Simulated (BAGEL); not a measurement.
# SF2 (sulfur difluoride) at 4 levels

We compute a comparison of 4 runs (B3LYP/6-31G*, B3LYP/def2-TZVP, PBE0/def2-TZVP, RI-MP2/def2-TZVP) of SF2 (sulfur difluoride). 

Program for the calculation: BAGEL 1.2.2.

2 further runs of the same task are left out: 2 set aside as unsound or not needed.

## Step 1: The system as given

SF2 has 3 atoms, charge 0, and is taken as a singlet. SMILES: `FSF`. Geometry: relaxed at PBE0-D4/def2-TZVP.

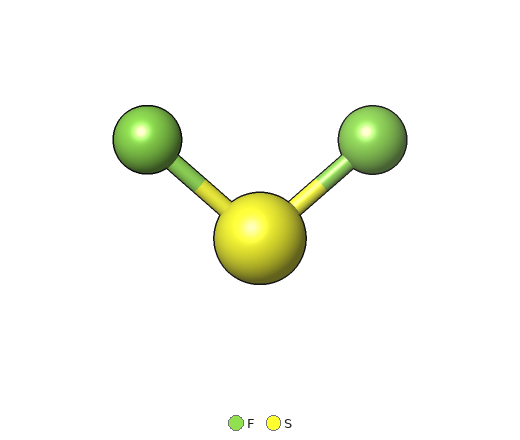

Viewed from a chosen angle; fluorine green, sulfur yellow.

## Step 2: A single-point energy at B3LYP/6-31G(d) (density fitting with cc-pvqz-jkfit, spherical functions) (run 1)

dft.json reads:

```json
{ "bagel" : [

{
  "title" : "molecule",
  "basis" : "6-31gs.json",
  "df_basis" : "cc-pvqz-jkfit",
  "angstrom" : true,
  "geometry" : [
    { "atom" : "F", "xyz" : [       0.440140,       1.116450,       0.365400 ] },
    { "atom" : "S", "xyz" : [      -0.601990,       0.126530,      -0.315250 ] },
    { "atom" : "F", "xyz" : [       0.161840,      -1.242970,      -0.050150 ] }
  ]
},

{ "title" : "ks", "xc_func" : "b3lyp" },

{ "title" : "print", "file" : "orbitals.molden", "orbitals" : true }

]}
```

The basis set 6-31G* is read from a file made from the Basis Set Exchange's data (not shown).

Command:

```console
$ BAGEL_NUM_THREADS=1 BAGEL dft.json > dft.out
```

Standard output:

```text
* using 1 threads per process

  ===============================================================
  ===============================================================

  *** Geometry ***

  { "atom" : "F", "xyz" : [      0.831744,      2.109785,      0.690506 ] },
  { "atom" : "S", "xyz" : [     -1.137596,      0.239107,     -0.595736 ] },
  { "atom" : "F", "xyz" : [      0.305833,     -2.348873,     -0.094770 ] },

  Number of auxiliary basis functions:      360

  Since a DF basis is specified, we compute 2- and 3-index integrals:
    o Being stored without compression. Storage requirement is 0.006 GB

  Number of basis functions:       46
  Number of electrons      :       34

    * METHOD: MOLECULE                             0.09

  *** Kohn-Sham DFT ***

    * Removing 3558 points whose weight is below 1.00e-10
    * Grid points: 41160

  === Nuclear Repulsion ===
   113.6011410477

       - DIIS with orbital gradients will be used.

  === KS iteration (b3lyp / 6-31gs.json) ===
      0       -581.18517679          0.18328650           0.08
      1       -568.36691712          0.25671313           0.06
      2       -581.23772181          0.18388460           0.05
      3       -597.52421467          0.03912974           0.05
      4       -597.76095571          0.01465377           0.06
      5       -597.78191856          0.00775985           0.06
      6       -597.78823313          0.00469658           0.06
      7       -597.79163787          0.00057852           0.06
      8       -597.79166624          0.00044926           0.06
      9       -597.79170002          0.00004876           0.06
     10       -597.79170067          0.00001596           0.06
     11       -597.79170076          0.00000126           0.06
     12       -597.79170076          0.00000021           0.06
     13       -597.79170076          0.00000009           0.06
     14       -597.79170076          0.00000006           0.06
     15       -597.79170076          0.00000002           0.06
     16       -597.79170076          0.00000001           0.06
    * SCF iteration converged.

    * Permanent dipole moment:
           (    0.391605,    -0.082299,     0.205072) a.u.

    * METHOD: KS                                   1.09

    * METHOD: PRINT                                0.01

  ===============================================================
```

Wall time 1.3 s (1 thread of Arm Neoverse V1, shared host).

## Step 3: A single-point energy at B3LYP/def2-TZVP (density fitting with cc-pvqz-jkfit) (run 2)

Edit dft.json of step 2 so:

```diff
@@ -4,3 +4,3 @@
   "title" : "molecule",
-  "basis" : "6-31gs.json",
+  "basis" : "def2-tzvp.json",
   "df_basis" : "cc-pvqz-jkfit",
```

The basis set def2-TZVP is read from a file made from the Basis Set Exchange's data (not shown).

Command:

```console
$ BAGEL_NUM_THREADS=1 BAGEL dft.json > dft.out
```

Standard output:

```text
* using 1 threads per process

  ===============================================================
  ===============================================================

  *** Geometry ***

  { "atom" : "F", "xyz" : [      0.831744,      2.109785,      0.690506 ] },
  { "atom" : "S", "xyz" : [     -1.137596,      0.239107,     -0.595736 ] },
  { "atom" : "F", "xyz" : [      0.305833,     -2.348873,     -0.094770 ] },

  Number of auxiliary basis functions:      360

  Since a DF basis is specified, we compute 2- and 3-index integrals:
    o Being stored without compression. Storage requirement is 0.028 GB

  Number of basis functions:       99
  Number of electrons      :       34

    * METHOD: MOLECULE                             0.14

  *** Kohn-Sham DFT ***

    * Removing 3558 points whose weight is below 1.00e-10
    * Grid points: 41160

  === Nuclear Repulsion ===
   113.6011410477

       - DIIS with orbital gradients will be used.

  === KS iteration (b3lyp / def2-tzvp.json) ===
      0       -538.26569762          0.23887856           0.16
      1       -504.68276822          0.39600382           0.13
      2       -502.41818803          0.24310164           0.12
      3       -578.18731827          0.17330206           0.12
      4       -596.18261568          0.05023960           0.12
      5       -597.53366647          0.03419333           0.12
      6       -597.87785463          0.01435711           0.12
      7       -597.94161089          0.00420609           0.12
      8       -597.94664040          0.00082268           0.12
      9       -597.94690616          0.00015700           0.12
     10       -597.94691366          0.00008168           0.12
     11       -597.94691591          0.00001516           0.12
     12       -597.94691600          0.00000307           0.12
     13       -597.94691601          0.00000037           0.12
     14       -597.94691601          0.00000006           0.12
     15       -597.94691601          0.00000004           0.12
     16       -597.94691601          0.00000002           0.12
     17       -597.94691601          0.00000000           0.12
    * SCF iteration converged.

    * Permanent dipole moment:
           (    0.383747,    -0.080647,     0.200962) a.u.

    * METHOD: KS                                   2.40

    * METHOD: PRINT                                0.02

  ===============================================================
```

Wall time 2.7 s (1 thread of Arm Neoverse V1, shared host); peak memory 0.23 GiB.

## Step 4: The energy at PBE0/def2-TZVP (density fitting with cc-pvqz-jkfit) (run 3)

input.json reads:

```json
{ "bagel": [

{
  "title": "molecule",
  "basis": "def2-tzvp.json",
  "df_basis": "cc-pvqz-jkfit",
  "angstrom": true,
  "geometry": [
    { "atom": "F", "xyz": [       0.440140,       1.116450,       0.365400 ] },
    { "atom": "S", "xyz": [      -0.601990,       0.126530,      -0.315250 ] },
    { "atom": "F", "xyz": [       0.161840,      -1.242970,      -0.050150 ] }
  ]
},

{ "title": "ks", "xc_func": "pbe0" },

{ "title": "print", "file": "orbitals.molden", "orbitals": true }

]}
```

The basis set def2-TZVP is read from a file made from the Basis Set Exchange's data (not shown).

Command:

```console
$ BAGEL_NUM_THREADS=1 BAGEL input.json > input.out
```

Standard output:

```text
* using 1 threads per process

  ===============================================================
  ===============================================================

  *** Geometry ***

  { "atom" : "F", "xyz" : [      0.831744,      2.109785,      0.690506 ] },
  { "atom" : "S", "xyz" : [     -1.137596,      0.239107,     -0.595736 ] },
  { "atom" : "F", "xyz" : [      0.305833,     -2.348873,     -0.094770 ] },

  Number of auxiliary basis functions:      360

  Since a DF basis is specified, we compute 2- and 3-index integrals:
    o Being stored without compression. Storage requirement is 0.028 GB

  Number of basis functions:       99
  Number of electrons      :       34

    * METHOD: MOLECULE                             0.14

  *** Kohn-Sham DFT ***

    * Removing 3558 points whose weight is below 1.00e-10
    * Grid points: 41160

  === Nuclear Repulsion ===
   113.6011410477

       - DIIS with orbital gradients will be used.

  === KS iteration (pbe0 / def2-tzvp.json) ===
      0       -537.86502612          0.23857030           0.17
      1       -509.21703995          0.43567055           0.12
      2       -504.52748444          0.24979950           0.12
      3       -577.37047736          0.19011654           0.12
      4       -595.08118600          0.06195755           0.12
      5       -597.00138428          0.04038182           0.12
      6       -597.55038613          0.01233590           0.12
      7       -597.59828294          0.00311010           0.12
      8       -597.60077608          0.00060274           0.12
      9       -597.60091842          0.00008215           0.12
     10       -597.60092117          0.00000483           0.12
     11       -597.60092119          0.00000259           0.12
     12       -597.60092119          0.00000133           0.12
     13       -597.60092119          0.00000081           0.12
     14       -597.60092119          0.00000033           0.12
     15       -597.60092119          0.00000008           0.12
     16       -597.60092119          0.00000001           0.12
     17       -597.60092119          0.00000000           0.12
    * SCF iteration converged.

    * Permanent dipole moment:
           (    0.364853,    -0.076675,     0.191067) a.u.

    * METHOD: KS                                   2.38

    * METHOD: PRINT                                0.02

  ===============================================================
```

Run time: 2.7 s. Hardware: 1 thread of Arm Neoverse V1, shared host; peak memory 0.23 GiB.

## Step 5: A single-point energy at RI-MP2/def2-TZVP (density fitting with cc-pvqz-jkfit) (run 4)

input.json reads:

```json
{ "bagel" : [

{
  "title" : "molecule",
  "basis" : "def2-tzvp.json",
  "df_basis" : "cc-pvqz-jkfit",
  "angstrom" : "true",
  "geometry" : [
    { "atom" : "F", "xyz" : [    0.440140,    1.116450,    0.365400 ] },
    { "atom" : "S", "xyz" : [   -0.601990,    0.126530,   -0.315250 ] },
    { "atom" : "F", "xyz" : [    0.161840,   -1.242970,   -0.050150 ] }
  ]
},
{
  "title" : "hf"
},
{
  "title" : "mp2",
  "ncore" : 7
}

]}
```

The basis set def2-TZVP is read from a file made from the Basis Set Exchange's data (not shown).

Command:

```console
$ BAGEL_NUM_THREADS=1 BAGEL input.json > input.out
```

Standard output:

```text
* using 1 threads per process

  ===============================================================
  ===============================================================

  *** Geometry ***

  { "atom" : "F", "xyz" : [      0.831744,      2.109785,      0.690506 ] },
  { "atom" : "S", "xyz" : [     -1.137596,      0.239107,     -0.595736 ] },
  { "atom" : "F", "xyz" : [      0.305833,     -2.348873,     -0.094770 ] },

  Number of auxiliary basis functions:      360

  Since a DF basis is specified, we compute 2- and 3-index integrals:
    o Being stored without compression. Storage requirement is 0.028 GB

  Number of basis functions:       99
  Number of electrons      :       34

    * METHOD: MOLECULE                             0.14

  *** RHF ***

  === Nuclear Repulsion ===
   113.6011410477

      * DIIS with orbital gradients will be used.

  === RHF iteration (def2-tzvp.json) ===
      0       -596.24042557          0.02388023           0.04
      1       -596.34212564          0.01816552           0.04
      2       -596.44835665          0.00107890           0.04
      3       -596.44940840          0.00027242           0.04
      4       -596.44947582          0.00008864           0.04
      5       -596.44948599          0.00002183           0.04
      6       -596.44948658          0.00000466           0.04
      7       -596.44948660          0.00000121           0.04
      8       -596.44948660          0.00000048           0.04
      9       -596.44948660          0.00000016           0.04
     10       -596.44948660          0.00000004           0.04
     11       -596.44948660          0.00000001           0.04
     12       -596.44948660          0.00000000           0.04
    * SCF iteration converged.

    * Permanent dipole moment:
           (    0.488320,    -0.102627,     0.255726) a.u.

    * METHOD: HF                                   0.61

  *** RHF ***

  === Nuclear Repulsion ===
   113.6011410477

      * DIIS with orbital gradients will be used.

  === RHF iteration (def2-tzvp.json) ===
      0       -596.44948660          0.00000000           0.04
    * SCF iteration converged.

    * Permanent dipole moment:
           (    0.488320,    -0.102627,     0.255726) a.u.

  === DF-MP2 calculation ===

    * freezing 7 orbitals
    * 3-index integral transformation done
    * assembly done

      MP2 correlation energy:   -0.6672859638      0.03

      MP2 total energy:       -597.1167725639

    * METHOD: MP2                                  0.11

  ===============================================================
```

Wall time 1 s (1 thread of Arm Neoverse V1, shared host).

## Step 6: All runs side by side

| run | level | frozen core orbitals | energy (Eh) | dipole moment (D) | HOMO energy (eV) | LUMO energy (eV) | wall time |
| --- | --- | --- | --- | --- | --- | --- | --- |
| 1 | B3LYP/6-31G* (density fitting with cc-pvqz-jkfit, spherical functions) | – | -597.791701 | 1.14 | -6.60 | -1.47 | 1.3 s |
| 2 | B3LYP/def2-TZVP (density fitting with cc-pvqz-jkfit) | – | -597.946916 | 1.12 | -6.95 | -1.94 | 2.7 s |
| 3 | PBE0/def2-TZVP (density fitting with cc-pvqz-jkfit) | – | -597.600921 | 1.06 | -7.18 | -1.65 | 2.7 s |
| 4 | RI-MP2/def2-TZVP (density fitting with cc-pvqz-jkfit) | 7 | -597.116773 | – | – | – | 1 s |

## Step 7: What came out

```
                                          quantity          value
                               run 4: total energy  -597.11677 Eh
run 4: correlation energy (7 core orbitals frozen)     -667.3 mEh
```

**Reading.** Over runs 1, 2, 3 the dipole moment (its size) runs from 1.06 D (PBE0/def2-TZVP) to 1.14 D (B3LYP/6-31G*). The two ends differ in method and basis. Over runs 1, 2, 3 the HOMO–LUMO gap runs from 5.01 eV (B3LYP/def2-TZVP) to 5.52 eV (PBE0/def2-TZVP). Totals of different functionals can't be ranked against each other. All runs together took 7.7 s, the longest 2.7 s.
